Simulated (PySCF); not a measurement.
# PO (charge −1, triplet): what the fields show

```yaml
atoms:
  - { symbol: P, position_ang: [0.0000, 0.0000, -0.5258] }
  - { symbol: O, position_ang: [0.0000, 0.0000, 1.0182] }
```

Method: PySCF, PBE0/def2-TZVPPD, non-relativistic Hamiltonian with scalar-relativistic core potentials where named, at a bond length of 1.544 Å.

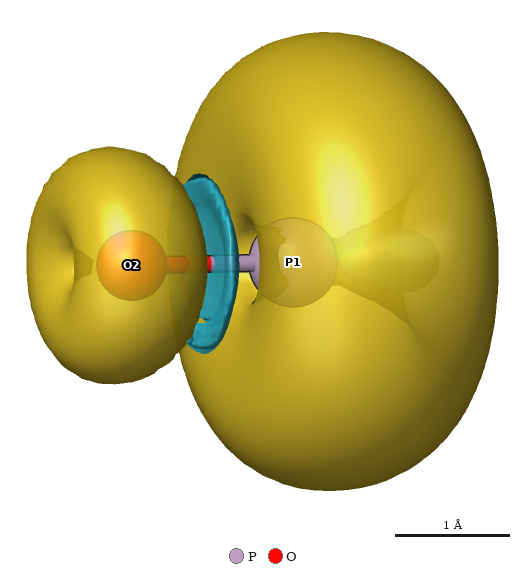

Figure 1. Isosurfaces of the spin density (α minus β) at +0.015 (yellow) and −0.015 e/Å³ (cyan), seen from one side.

Describe the spin distribution.

The unpaired spin (2 electrons) lies mostly on P1 (about 1.6) and O2 (about 0.4), in electrons by Hirshfeld's partition.

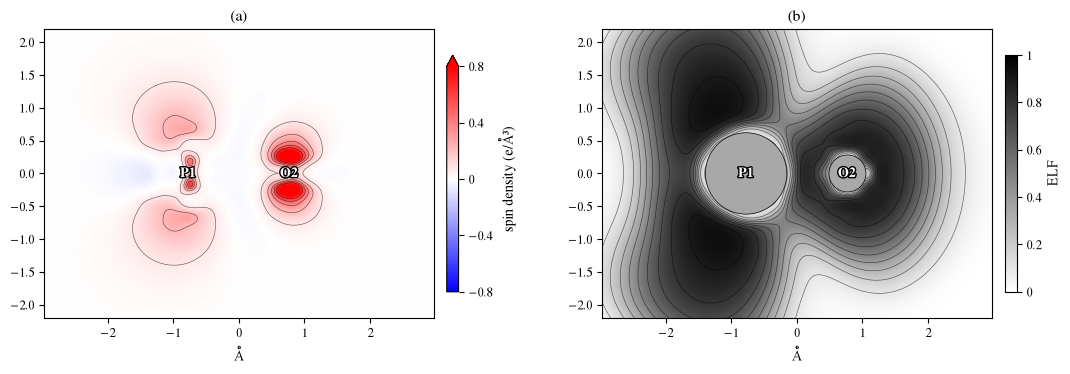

Figure 2. (a) spin density (α minus β); (b) electron localisation function on a plane that holds the molecular axis. Grey discs cover the atomic cores in the ELF map.

What does the map show?

- The section cuts through P and O sites.
- P–O (1.54 Å): the ELF peaks at about 0.85 between the atoms: a polar covalent bond.
- The ELF also peaks beside P1 and O2, away from the bonds: non-bonding electrons, paired or unpaired.

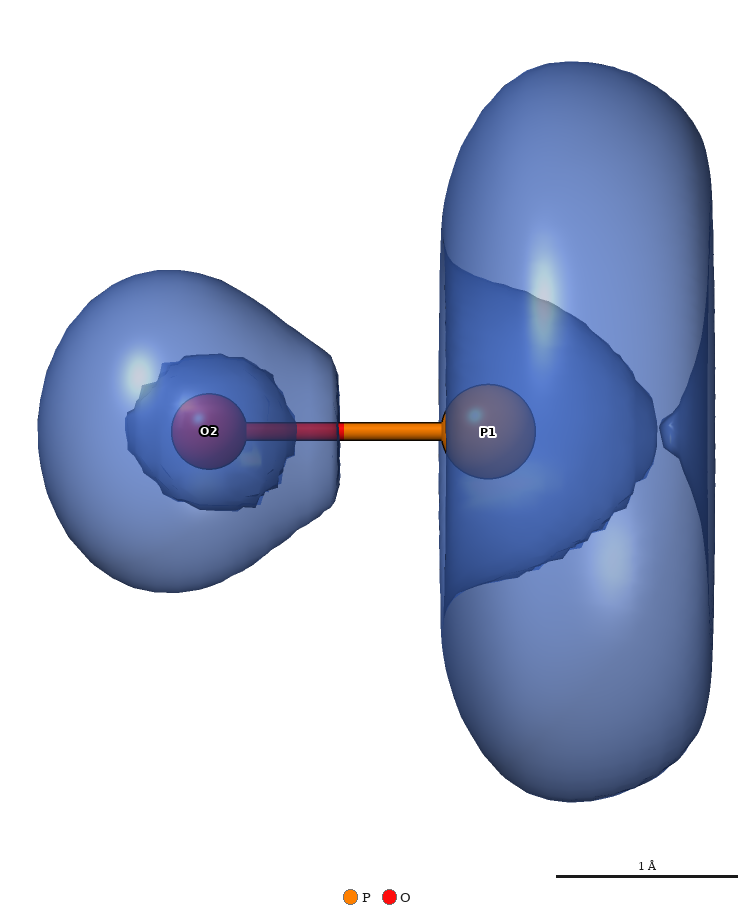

Figure 3. Isosurface of the ELF at 0.75 (blue), seen from one side. Only the valence region is drawn (cores and ρ < 0.01 e/Å³ removed).

What do the ELF domains correspond to?

At this value the surface marks out one ring or bowl of non-bonding electrons around P and one region wrapped around O (its lone pairs, merged into a ring or cap).
